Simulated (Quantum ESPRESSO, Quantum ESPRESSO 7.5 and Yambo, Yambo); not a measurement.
# Quasiparticle gap of AlN (P6_3mc) in Yambo

Wanted: ground state, empty states, screening and self-energy for AlN (P6_3mc).

Method: PBE and many-body steps on it, plane waves, in Quantum ESPRESSO 7.5 and Yambo 5.3.0.

The database entry behind the starting cell differs from later determinations by our own check (inner coordinate u about 0.002 short), so it need not match the best structure at ambient conditions.

### Step 1. Starting point

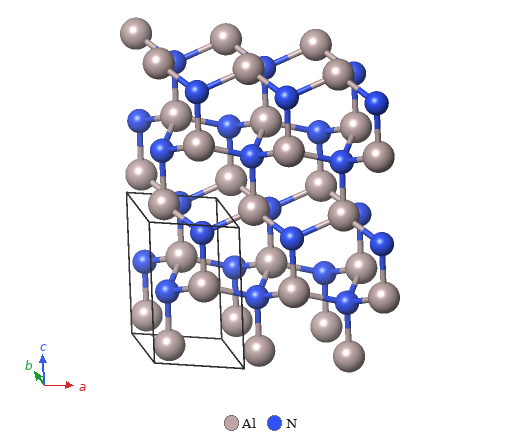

The cell as given, slightly off an axis (aluminium light grey, nitrogen blue). 3×2×2 cells are drawn. Some periodic images of atoms are drawn too.

As a file:

```cif
data_structure
_symmetry_space_group_name_H-M 'P6_3mc'
_symmetry_Int_Tables_number 186
_cell_length_a 3.1130
_cell_length_b 3.1130
_cell_length_c 4.9810
_cell_angle_alpha 90.000
_cell_angle_beta 90.000
_cell_angle_gamma 120.000
_cell_volume 41.80
loop_
_atom_site_label
_atom_site_type_symbol
_atom_site_symmetry_multiplicity
_atom_site_Wyckoff_symbol
_atom_site_fract_x
_atom_site_fract_y
_atom_site_fract_z
_atom_site_occupancy
Al1 Al 2 b 0.33333 0.66667 0.00000 1
N1 N 2 b 0.33333 0.66667 0.38000 1
```

The cell and positions come from the Crystallography Open Database and are kept as given unless a step says otherwise.

### Step 2. Ground state

This step: Quantum ESPRESSO 7.5; DFT, PBE, plane waves, norm-conserving pseudopotentials.

The ground-state density comes first.

File pw.in:

```
&control
  calculation = 'scf'
  prefix = 'x'
  outdir = 'o'
  pseudo_dir = 'pseudo'
/
&system
  ibrav = 0
  nat = 4
  ntyp = 2
  ecutwfc = 72.0
  nbnd = 14
  force_symmorphic = .true.
/
&electrons
  conv_thr = 1e-10
  electron_maxstep = 80
  mixing_beta = 0.5
/
ATOMIC_SPECIES
  Al 26.982 Al.upf
  N 14.007 N.upf
CELL_PARAMETERS angstrom
  3.1130000000 -0.0000000000 0.0000000000
  -1.5565000000 2.6959370820 0.0000000000
  0.0000000000 0.0000000000 4.9810000000
ATOMIC_POSITIONS crystal
  Al 0.3333333333 0.6666666667 0.0000000000
  Al 0.6666666667 0.3333333333 0.5000000000
  N 0.3333333333 0.6666666667 0.3800000000
  N 0.6666666667 0.3333333333 0.8800000000
K_POINTS automatic
  6 6 4 0 0 0
```

Command:

```
$ OMP_NUM_THREADS=1 mpirun -n 4 pw.x -nk 4 -in pw.in > pw.out
```

Log:

```text
Program PWSCF v.7.5 starts

     This program is part of the open-source Quantum ESPRESSO suite
     for quantum simulation of materials; please cite
         "P. Giannozzi et al., J. Phys.:Condens. Matter 21 395502 (2009);
         "P. Giannozzi et al., J. Phys.:Condens. Matter 29 465901 (2017);
         "P. Giannozzi et al., J. Chem. Phys. 152 154105 (2020);
     in publications or presentations arising from this work. More details at
     Message from routine setup:
     using ibrav=0 with symmetry is DISCOURAGED, use correct ibrav instead

     G-vector sticks info

     bravais-lattice index     =            0
     lattice parameter (alat)  =       5.8827  a.u.
     unit-cell volume          =     282.0993 (a.u.)^3
     number of atoms/cell      =            4
     number of atomic types    =            2
     number of electrons       =        16.00
     number of Kohn-Sham states=           14
     kinetic-energy cutoff     =      72.0000  Ry
     charge density cutoff     =     288.0000  Ry
     scf convergence threshold =      1.0E-10
     mixing beta               =       0.5000
     number of iterations used =            8  plain     mixing
     Exchange-correlation= PBE
                           (   1   4   3   4   0   0   0)

     celldm(1)=   5.882717  celldm(2)=   0.000000  celldm(3)=   0.000000
     celldm(4)=   0.000000  celldm(5)=   0.000000  celldm(6)=   0.000000

     crystal axes: (cart. coord. in units of alat)
               a(1) = (   1.000000  -0.000000   0.000000 )
               a(2) = (  -0.500000   0.866025   0.000000 )
               a(3) = (   0.000000   0.000000   1.600064 )

     reciprocal axes: (cart. coord. in units 2 pi/alat)
               b(1) = (  1.000000  0.577350 -0.000000 )
               b(2) = (  0.000000  1.154701 -0.000000 )
               b(3) = ( -0.000000 -0.000000  0.624975 )
     Pseudo is Norm-conserving + core correction, Zval =  3.0
     Generated using ONCVPSP code by D. R. Hamann
     Using radial grid of 1876 points,  6 beta functions with:
     Pseudo is Norm-conserving + core correction, Zval =  5.0
     Generated using ONCVPSP code by D. R. Hamann
     Using radial grid of 1058 points,  4 beta functions with:
     Al                3.00    26.98200     Al( 1.00)
     N                 5.00    14.00700     N ( 1.00)

      6 Sym. Ops. (no inversion) found

   Cartesian axes

     site n.     atom                  positions (alat units)
         1        Al     tau(   1) = (  -0.0000000   0.5773503   0.0000000  )
         2        Al     tau(   2) = (   0.5000000   0.2886751   0.8000321  )
         3        N      tau(   3) = (  -0.0000000   0.5773503   0.6080244  )
         4        N      tau(   4) = (   0.5000000   0.2886751   1.4080565  )

     number of k points=    24
                       cart. coord. in units 2pi/alat
        k(    1) = (   0.0000000   0.0000000   0.0000000), wk =   0.0138889
        k(    2) = (   0.0000000   0.0000000   0.1562437), wk =   0.0277778
        k(    3) = (   0.0000000   0.0000000  -0.3124875), wk =   0.0138889
        k(    4) = (   0.0000000   0.1924501   0.0000000), wk =   0.0833333
        k(    5) = (   0.0000000   0.1924501   0.1562437), wk =   0.0833333
        k(    6) = (   0.0000000   0.1924501  -0.3124875), wk =   0.0833333
        k(    7) = (   0.0000000   0.3849002   0.0000000), wk =   0.0833333
        k(    8) = (   0.0000000   0.3849002   0.1562437), wk =   0.0833333
        k(    9) = (   0.0000000   0.3849002  -0.3124875), wk =   0.0833333
        k(   10) = (   0.0000000  -0.5773503   0.0000000), wk =   0.0416667
     [... 12 further rows ...]
        k(   23) = (   0.0000000  -0.3849002   0.1562437), wk =   0.0833333
        k(   24) = (  -0.1666667  -0.4811252   0.1562437), wk =   0.1666667

     Dense  grid:    23187 G-vectors     FFT dimensions: (  32,  32,  54)

     Initial potential from superposition of free atoms

     starting charge      15.9951, renormalised to      16.0000
     Starting wfcs are   16 randomized atomic wfcs

     per-process dynamical memory:    22.3 Mb

     Self-consistent Calculation

     iteration #  1     ecut=    72.00 Ry     beta= 0.50

     total energy              =     -50.81998425 Ry
     estimated scf accuracy    <       1.20204797 Ry

     iteration #  2     ecut=    72.00 Ry     beta= 0.50

     total energy              =     -51.15497471 Ry
     estimated scf accuracy    <       0.13976293 Ry

     iteration #  3     ecut=    72.00 Ry     beta= 0.50

     total energy              =     -51.17366281 Ry
     estimated scf accuracy    <       0.01056669 Ry

     iteration #  4     ecut=    72.00 Ry     beta= 0.50

     total energy              =     -51.17593161 Ry
     estimated scf accuracy    <       0.00721993 Ry

     iteration #  5     ecut=    72.00 Ry     beta= 0.50

     total energy              =     -51.17618773 Ry
     estimated scf accuracy    <       0.00068179 Ry

     iteration #  6     ecut=    72.00 Ry     beta= 0.50

     total energy              =     -51.17644071 Ry
     estimated scf accuracy    <       0.00006151 Ry

     iteration #  7     ecut=    72.00 Ry     beta= 0.50

     total energy              =     -51.17643369 Ry
     estimated scf accuracy    <       0.00003145 Ry

     iteration #  8     ecut=    72.00 Ry     beta= 0.50

     total energy              =     -51.17643414 Ry
     estimated scf accuracy    <       0.00000549 Ry

     iteration #  9     ecut=    72.00 Ry     beta= 0.50

     total energy              =     -51.17643454 Ry
     estimated scf accuracy    <       0.00000063 Ry

     iteration # 10     ecut=    72.00 Ry     beta= 0.50

     total energy              =     -51.17643473 Ry
     estimated scf accuracy    <          1.6E-10 Ry

     iteration # 11     ecut=    72.00 Ry     beta= 0.50

     total energy              =     -51.17643473 Ry
     estimated scf accuracy    <          3.6E-09 Ry

     iteration # 12     ecut=    72.00 Ry     beta= 0.50

     total energy              =     -51.17643474 Ry
     estimated scf accuracy    <          5.7E-10 Ry

     iteration # 13     ecut=    72.00 Ry     beta= 0.50

     total energy              =     -51.17643473 Ry
     estimated scf accuracy    <          7.0E-10 Ry

     iteration # 14     ecut=    72.00 Ry     beta= 0.50

     End of self-consistent calculation

          k = 0.0000 0.0000 0.0000 (  2863 PWs)   bands (ev):

    -8.0385  -5.8877   1.1322   6.2756   6.2756   6.9268   6.9268   7.1067
    11.3272  13.7824  17.6990  18.2976  18.2976  20.2844

          k = 0.0000 0.0000 0.1562 (  2893 PWs)   bands (ev):

    -7.8016  -6.3221   1.9309   5.9103   6.3662   6.3662   6.8267   6.8267
    12.2778  13.8969  17.3750  18.2652  18.2653  18.8620

          k = 0.0000 0.0000-0.3125 (  2858 PWs)   bands (ev):

    -7.1500  -7.1500   3.7936   3.7936   6.5919   6.5919   6.5919   6.5919
    13.5732  13.5732  17.4519  17.4521  18.6140  18.6140

          k = 0.0000 0.1925 0.0000 (  2896 PWs)   bands (ev):

     [... further k-points ...]

     highest occupied, lowest unoccupied level (ev):     7.1067   11.3272

!    total energy              =     -51.17643473 Ry
     estimated scf accuracy    <          1.9E-11 Ry

     The total energy is the sum of the following terms:
     one-electron contribution =      -2.07179065 Ry
     hartree contribution      =      11.37825137 Ry
     xc contribution           =     -16.99644717 Ry
     ewald contribution        =     -43.48644828 Ry

     convergence has been achieved in  14 iterations

     XML data file, charge density, pseudopotentials, collected wavefunctions

=------------------------------------------------------------------------------=
   JOB DONE.
=------------------------------------------------------------------------------=
```

Run time: 5.6 s. Hardware: 4 MPI ranks of Arm Neoverse V1, shared host; peak memory 0.24 GiB.

This step gave:

| Property | Result |
| --- | --- |
| total energy | -696.2909 eV |
| gap | 4.220 eV |
| k of the valence top | 0, 0, 0 |
| k of the conduction bottom | 0, 0, 0 |
| least direct gap | 4.220 eV |

The gap is direct, at Γ.

### Step 3. Bands along the symmetry lines

Levels along a band path, at the cheap level, show where the edges lie and whether the meshes to come will hold them.

File pw.in:

```
&control
  calculation = 'bands'
  prefix = 'x'
  outdir = 'o'
  pseudo_dir = 'pseudo'
/
&system
  ibrav = 0
  nat = 4
  ntyp = 2
  ecutwfc = 72.0
  nbnd = 14
  force_symmorphic = .true.
/
&electrons
  conv_thr = 1e-9
  electron_maxstep = 80
  diago_full_acc = .true.
  diago_thr_init = 5e-6
/
ATOMIC_SPECIES
  Al 26.982 Al.upf
  N 14.007 N.upf
CELL_PARAMETERS angstrom
  3.1130000000 -0.0000000000 0.0000000000
  -1.5565000000 2.6959370820 0.0000000000
  0.0000000000 0.0000000000 4.9810000000
ATOMIC_POSITIONS crystal
  Al 0.3333333333 0.6666666667 0.0000000000
  Al 0.6666666667 0.3333333333 0.5000000000
  N 0.3333333333 0.6666666667 0.3800000000
  N 0.6666666667 0.3333333333 0.8800000000
K_POINTS crystal
  75
  0.00000000 0.00000000 0.00000000 1
  0.06250000 0.00000000 0.00000000 1
  0.12500000 0.00000000 0.00000000 1
  0.18750000 0.00000000 0.00000000 1
  0.25000000 0.00000000 0.00000000 1
  0.31250000 0.00000000 0.00000000 1
  0.37500000 0.00000000 0.00000000 1
  0.43750000 0.00000000 0.00000000 1
  0.50000000 0.00000000 0.00000000 1
  0.47916667 0.04166667 0.00000000 1
  0.45833333 0.08333333 0.00000000 1
  0.43750000 0.12500000 0.00000000 1
  0.41666666 0.16666666 0.00000000 1
  0.39583333 0.20833333 0.00000000 1
  0.37500000 0.25000000 0.00000000 1
  0.35416666 0.29166666 0.00000000 1
  0.33333333 0.33333333 0.00000000 1
  0.29166666 0.29166666 0.00000000 1
  0.25000000 0.25000000 0.00000000 1
  0.20833333 0.20833333 0.00000000 1
  0.16666666 0.16666666 0.00000000 1
  0.12500000 0.12500000 0.00000000 1
  0.08333333 0.08333333 0.00000000 1
  0.04166667 0.04166667 0.00000000 1
  0.00000000 0.00000000 0.00000000 1
  0.00000000 0.00000000 0.06250000 1
  0.00000000 0.00000000 0.12500000 1
  0.00000000 0.00000000 0.18750000 1
  0.00000000 0.00000000 0.25000000 1
  0.00000000 0.00000000 0.31250000 1
  0.00000000 0.00000000 0.37500000 1
  0.00000000 0.00000000 0.43750000 1
  0.00000000 0.00000000 0.50000000 1
  0.06250000 0.00000000 0.50000000 1
  0.12500000 0.00000000 0.50000000 1
  0.18750000 0.00000000 0.50000000 1
  0.25000000 0.00000000 0.50000000 1
  0.31250000 0.00000000 0.50000000 1
  0.37500000 0.00000000 0.50000000 1
  0.43750000 0.00000000 0.50000000 1
  0.50000000 0.00000000 0.50000000 1
  0.47916667 0.04166667 0.50000000 1
  0.45833333 0.08333333 0.50000000 1
  0.43750000 0.12500000 0.50000000 1
  0.41666666 0.16666666 0.50000000 1
  0.39583333 0.20833333 0.50000000 1
  0.37500000 0.25000000 0.50000000 1
  0.35416666 0.29166666 0.50000000 1
  0.33333333 0.33333333 0.50000000 1
  0.29166666 0.29166666 0.50000000 1
  0.25000000 0.25000000 0.50000000 1
  0.20833333 0.20833333 0.50000000 1
  0.16666666 0.16666666 0.50000000 1
  0.12500000 0.12500000 0.50000000 1
  0.08333333 0.08333333 0.50000000 1
  0.04166667 0.04166667 0.50000000 1
  0.00000000 0.00000000 0.50000000 1
  0.50000000 0.00000000 0.50000000 1
  0.50000000 0.00000000 0.43750000 1
  0.50000000 0.00000000 0.37500000 1
  0.50000000 0.00000000 0.31250000 1
  0.50000000 0.00000000 0.25000000 1
  0.50000000 0.00000000 0.18750000 1
  0.50000000 0.00000000 0.12500000 1
  0.50000000 0.00000000 0.06250000 1
  0.50000000 0.00000000 0.00000000 1
  0.33333333 0.33333333 0.50000000 1
  0.33333333 0.33333333 0.43750000 1
  0.33333333 0.33333333 0.37500000 1
  0.33333333 0.33333333 0.31250000 1
  0.33333333 0.33333333 0.25000000 1
  0.33333333 0.33333333 0.18750000 1
  0.33333333 0.33333333 0.12500000 1
  0.33333333 0.33333333 0.06250000 1
  0.33333333 0.33333333 0.00000000 1
```

Log:

```text
[banner, memory and clock lines left out]
Program PWSCF v.7.5 starts

     Atomic positions and unit cell read from directory:
     o/x.save/

     Message from routine setup:
     using ibrav=0 with symmetry is DISCOURAGED, use correct ibrav instead

     G-vector sticks info

     bravais-lattice index     =            0
     lattice parameter (alat)  =       5.8827  a.u.
     unit-cell volume          =     282.0993 (a.u.)^3
     number of atoms/cell      =            4
     number of atomic types    =            2
     number of electrons       =        16.00
     number of Kohn-Sham states=           14
     kinetic-energy cutoff     =      72.0000  Ry
     charge density cutoff     =     288.0000  Ry
     Exchange-correlation= PBE
                           (   1   4   3   4   0   0   0)

     celldm(1)=   5.882717  celldm(2)=   0.000000  celldm(3)=   0.000000
     celldm(4)=   0.000000  celldm(5)=   0.000000  celldm(6)=   0.000000

     crystal axes: (cart. coord. in units of alat)
               a(1) = (   1.000000  -0.000000   0.000000 )
               a(2) = (  -0.500000   0.866025   0.000000 )
               a(3) = (   0.000000   0.000000   1.600064 )

     reciprocal axes: (cart. coord. in units 2 pi/alat)
               b(1) = (  1.000000  0.577350 -0.000000 )
               b(2) = (  0.000000  1.154701 -0.000000 )
               b(3) = ( -0.000000 -0.000000  0.624975 )
     Pseudo is Norm-conserving + core correction, Zval =  3.0
     Generated using ONCVPSP code by D. R. Hamann
     Using radial grid of 1876 points,  6 beta functions with:
     Pseudo is Norm-conserving + core correction, Zval =  5.0
     Generated using ONCVPSP code by D. R. Hamann
     Using radial grid of 1058 points,  4 beta functions with:
     Al                3.00    26.98200     Al( 1.00)
     N                 5.00    14.00700     N ( 1.00)

      6 Sym. Ops. (no inversion) found

   Cartesian axes

     site n.     atom                  positions (alat units)
         1        Al     tau(   1) = (  -0.0000000   0.5773503   0.0000000  )
         2        Al     tau(   2) = (   0.5000000   0.2886751   0.8000321  )
         3        N      tau(   3) = (  -0.0000000   0.5773503   0.6080244  )
         4        N      tau(   4) = (   0.5000000   0.2886751   1.4080565  )

     number of k points=    75
                       cart. coord. in units 2pi/alat
        k(    1) = (   0.0000000   0.0000000   0.0000000), wk =   0.0266667
        k(    2) = (   0.0625000   0.0360844   0.0000000), wk =   0.0266667
        k(    3) = (   0.1250000   0.0721688   0.0000000), wk =   0.0266667
[...]
[... 63 further rows ...]
        k(   74) = (   0.3333333   0.5773503   0.0390609), wk =   0.0266667
        k(   75) = (   0.3333333   0.5773503   0.0000000), wk =   0.0266667

     Dense  grid:    23187 G-vectors     FFT dimensions: (  32,  32,  54)

     The potential is recalculated from file :
     o/x.save/charge-density

     Starting wfcs are   16 randomized atomic wfcs

     Band Structure Calculation

     End of band structure calculation

          k = 0.0000 0.0000 0.0000 (  2863 PWs)   bands (ev):

    -8.0385  -5.8877   1.1322   6.2756   6.2756   6.9268   6.9268   7.1067
    11.3272  13.7824  17.6990  18.2976  18.2976  20.2845

          k = 0.0625 0.0361 0.0000 (  2881 PWs)   bands (ev):

    -7.9887  -5.8594   1.1915   6.0380   6.2074   6.6812   6.9207   7.0869
    11.5752  13.9974  17.4940  17.9237  18.4422  20.0986

          k = 0.1250 0.0722 0.0000 (  2880 PWs)   bands (ev):

    -7.8414  -5.7784   1.3678   5.4066   6.0322   6.1037   6.8891   7.0164
    12.1590  14.5141  16.8879  17.2194  18.8553  19.7092

[...]
k = 0.3333 0.5774 0.0391 (  2931 PWs)   bands (ev):

    -5.5416  -5.5416   2.3343   3.2784   3.2784   4.6549   4.8286   4.8286
    12.2407  15.4762  16.7139  16.7139  18.6879  18.6879

          k = 0.3333 0.5774 0.0000 (  2928 PWs)   bands (ev):

    -5.5433  -5.5433   2.3182   3.3537   3.3537   4.6905   4.7354   4.7354
    12.1816  15.4832  16.8039  16.8039  18.6615  18.6615

     XML data file, pseudopotentials, collected wavefunctions
```

It took 4.5 s on 4 MPI ranks; peak memory 0.2 GiB; 18 s of CPU time.

Numbers from this step:

| Quantity | Value |
| --- | --- |
| gap | 4.221 eV |
| k of the valence top | 0, 0, 0 |
| k of the conduction bottom | 0, 0, 0 |
| least direct gap | 4.221 eV |

The gap is 4.221 eV, as in the run before at this level.

Electronic bands along the path, in eV, zero at the top of the highest filled band; v1 is the highest filled band, c1 the lowest empty one:

```csv
point,v4,v3,v2,v1,c1,c2,c3,c4
Γ,-0.83,-0.18,-0.18,0.00,4.22,6.68,10.59,11.19
M,-3.33,-2.06,-1.77,-0.66,5.83,5.84,8.21,10.30
K,-3.75,-2.42,-2.37,-2.37,5.07,8.38,9.70,9.70
Γ,-0.83,-0.18,-0.18,0.00,4.22,6.68,10.59,11.19
A,-0.51,-0.51,-0.51,-0.51,6.47,6.47,10.35,10.35
L,-1.44,-1.44,-1.35,-1.35,5.34,5.34,9.32,9.32
H,-3.83,-3.83,-0.78,-0.78,7.44,7.44,7.88,7.88
A,-0.51,-0.51,-0.51,-0.51,6.47,6.47,10.35,10.35
jump to L,-1.44,-1.44,-1.35,-1.35,5.34,5.34,9.32,9.32
M,-3.33,-2.06,-1.77,-0.66,5.83,5.84,8.21,10.30
jump to H,-3.83,-3.83,-0.78,-0.78,7.44,7.44,7.88,7.88
K,-3.75,-2.42,-2.37,-2.37,5.07,8.38,9.70,9.70
```

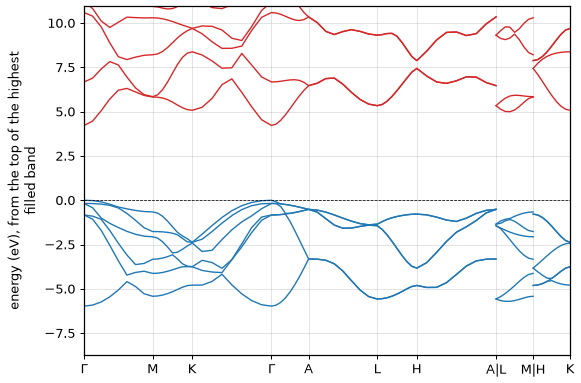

Electronic bands along the path; lines of filled and empty bands in two colours.

(Part 1 of 2 ends here.)

[Paths, hosts, dates, memory and timing lines, banners, echoed tables and standing remarks are left out of the program output.]

[Logs are printed without paths, hosts, clocks, repeated set-up lines and the standing remarks that a program may print on its own settings, such as how far it seeks lower states.]

[Runs of the session that timed out or met a known fault of the program may be left out.]

[Hosts, paths, dates, database ids (printed as entryN), source tags and the programs' standing remarks are cut or masked in the printed files.]
